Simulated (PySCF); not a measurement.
## A study: CHF2, doublet, SMILES `F[CH]F`

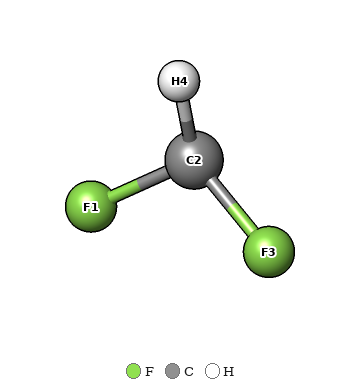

The molecule, with its atoms numbered as below. No frequency check shows the geometry to be a minimum.

Coordinates in Å:

```
F1      -1.0958   -0.2427    0.0257
C2       0.0000    0.4860   -0.1352
F3       1.0958   -0.2427    0.0257
H4      -0.0001    1.4520    0.3488
```

Part 1: Bonding charge

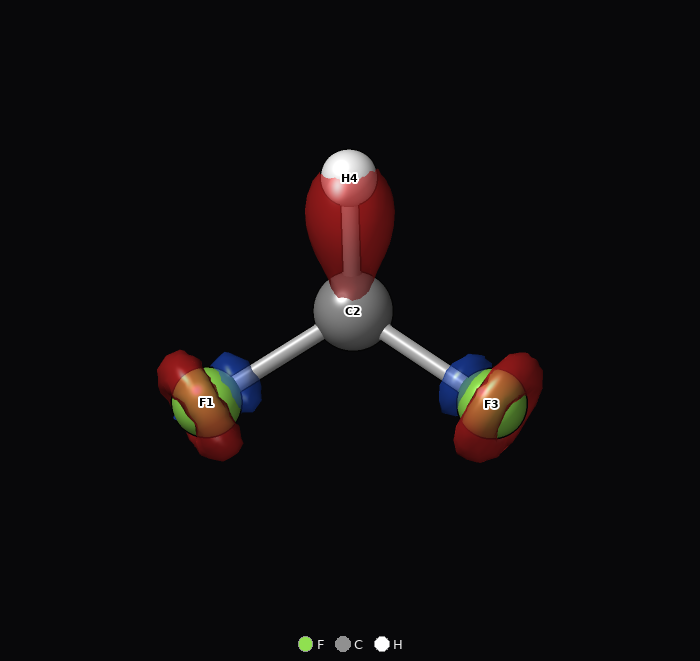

Deformation density (molecule less spherical, spin-averaged free atoms at the same positions), surfaces at ±0.3 e/Å³; red: gain, blue: loss.

PySCF calculation, BLYP/6-31+G*, gas phase; geometry: GFN2-xTB. The stability of the open-shell solution wasn't checked. GFN2-xTB doesn't know the spin state, so this open-shell geometry is rough.

Describe the bonding that the map shows.

Answer. C2–H4: +0.75 e/Å³ at the bond critical point (bond length 1.08 Å). C2–F3 and F1–C2: +0.02 e/Å³ at the bond critical point (bond length 1.33 Å); up to 0.6 Å beside the axis the gain reaches +0.26 e/Å³. In all, 0.8 electrons gather in the regions of gain relative to the promolecule. A small or negative value marks a very polar bond, one between electron-rich atoms, whose free-atom densities already overlap strongly, a long bond to a heavier atom, or a closed-shell contact such as a hydrogen bond.

Part 2: Bond critical points

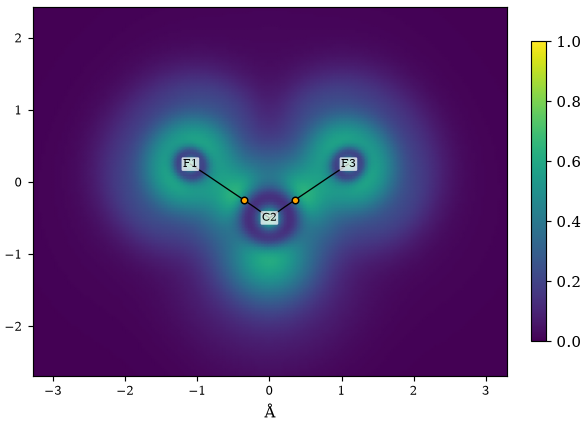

Localised orbital locator (LOL) in the plane of F1, C2 and F3, with bond paths and bond critical points (dots).

What values does LOL take at the bond critical points in this plane?

Answer. C2–F3 and F1–C2: about 0.43. Values above 0.5 mark slow, localised electrons, as in shared pairs; low values at a critical point mark a polar or closed-shell contact whose critical point lies between the shells.

Where along C2–F3 does the critical point lie?

Answer. 0.44 Å from C2 and 0.89 Å from F3.

Part 3: Electrostatic potential

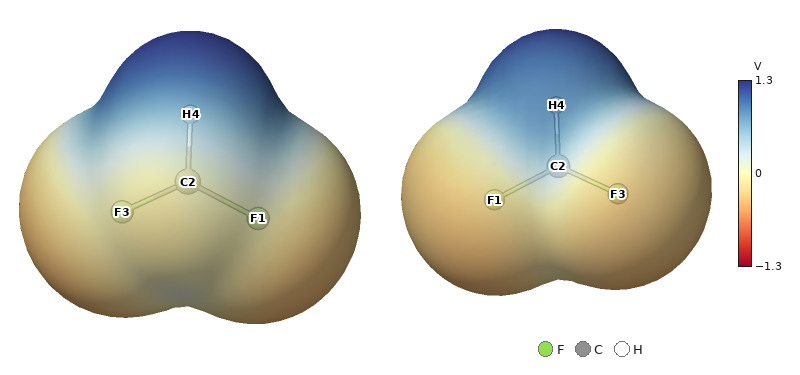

Electrostatic potential on the surface of electron density 0.001 a.u. (back view left, front view right).

Where are the extremes of the potential on the surface?

Answer. Highest: 1.26 V, 1.3 Å from H4. Further maxima include 0.19 V, off the C2–F3 bond (1.8 to 1.9 Å from its atoms). Lowest: −0.46 V, 1.7 Å from F3, and at like points elsewhere. Further minima include −0.13 V, 2.0 Å from C2. The surface is sampled at points, so like sites can differ by a few per cent and only the strongest of them is named.

Part 4: Spin density

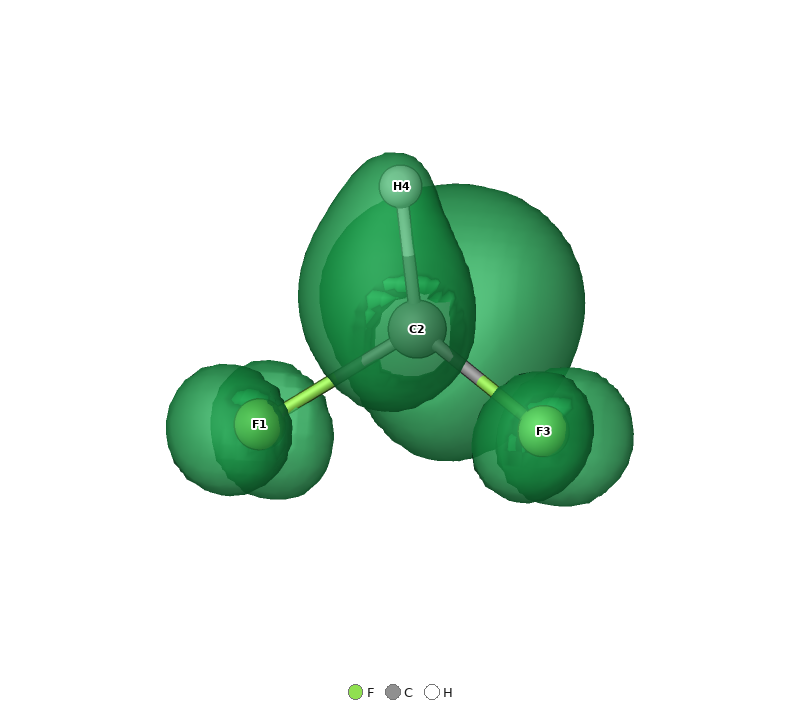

Spin density ρα − ρβ at ±0.03 e/Å³ (green: excess α, purple: excess β).

Give the atomic spin populations that go with this picture.

Answer. Hirshfeld spin populations: C2 +0.68, F1 and F3 +0.13 and H4 +0.06. ⟨S²⟩ = 0.75, as for a pure state.

Part 5: In an electric field

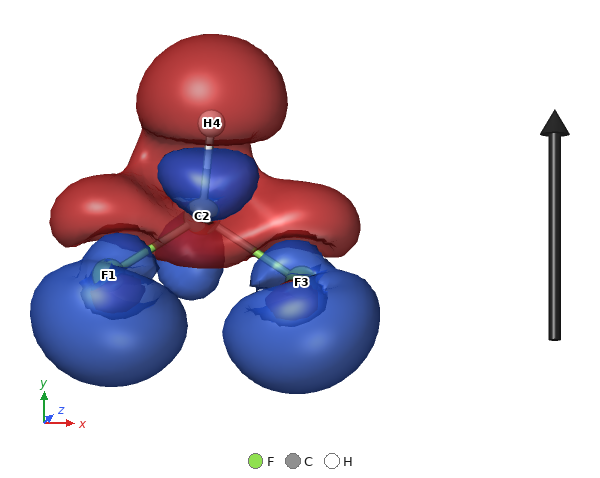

Change of the electron density in a uniform field of 0.10 V/Å along +y (arrow), surfaces at ±0.0005 e/Å³ (blue: gain, red: loss).

Level of theory: B3LYP/def2-SVPD (PySCF), at a geometry from GFN2-xTB. The stability of the open-shell solution wasn't checked. GFN2-xTB doesn't know the spin state, so this open-shell geometry is rough.

What dipole is induced, and what polarisability does it imply?

Answer. The induced dipole is 0.09 D (along the field); α along this axis, from the fields in both directions, is 17 bohr³ (2.5 Å³).

Which atoms gain and lose the most charge?

Answer. Electrons gather most on F1 and F3 alike (Hirshfeld charge changes by −0.003 e) and leave H4 most (+0.004 e); 0.010 electrons are displaced in all.

Part 6: Removing or adding an electron

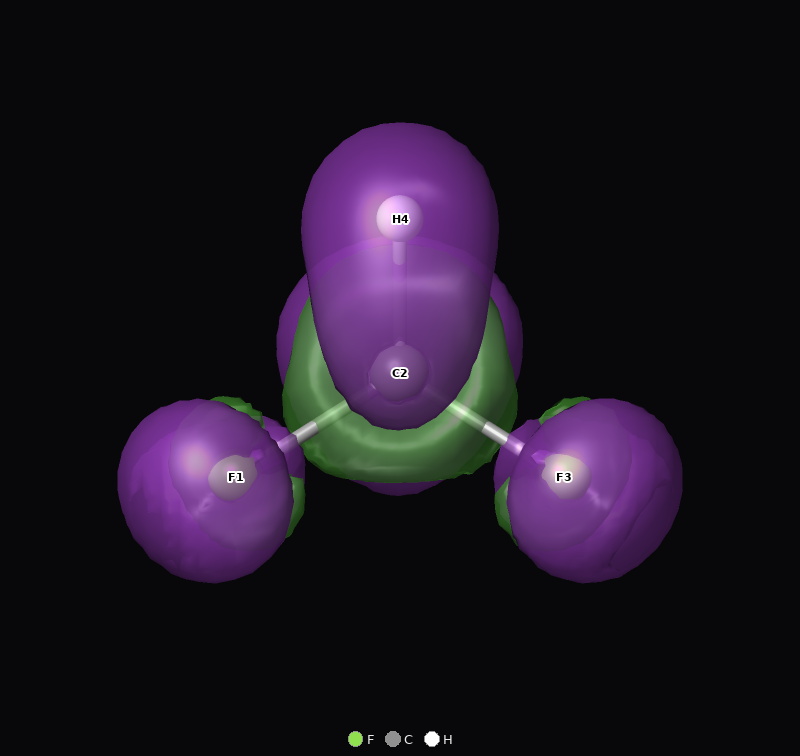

Fukui function f⁻ = ρ(N) − ρ(N−1) at fixed geometry, surfaces at ±0.04 e/Å³ (purple positive, green negative).

Method: M06-2X/def2-SVPD; geometry: GFN2-xTB; program: PySCF. GFN2-xTB doesn't know the spin state, so this open-shell geometry is rough.

On which atoms does the density change most on removal of an electron?

Answer. f⁻ (Hirshfeld-condensed) is largest on C2 (0.42); the vertical ionisation energy is 10.13 eV (to the singlet cation, which needn't be its lowest state). Condensed values hint at sites of electrophilic attack but needn't mark the atom that reacts. Orbital relaxation makes it negative in places (0.14 e in all).

| atom | f⁻ | charge |
| --- | --- | --- |
| F1 | +0.22 | −0.10 |
| C2 | +0.42 | +0.13 |
| F3 | +0.22 | −0.10 |
| H4 | +0.15 | +0.07 |
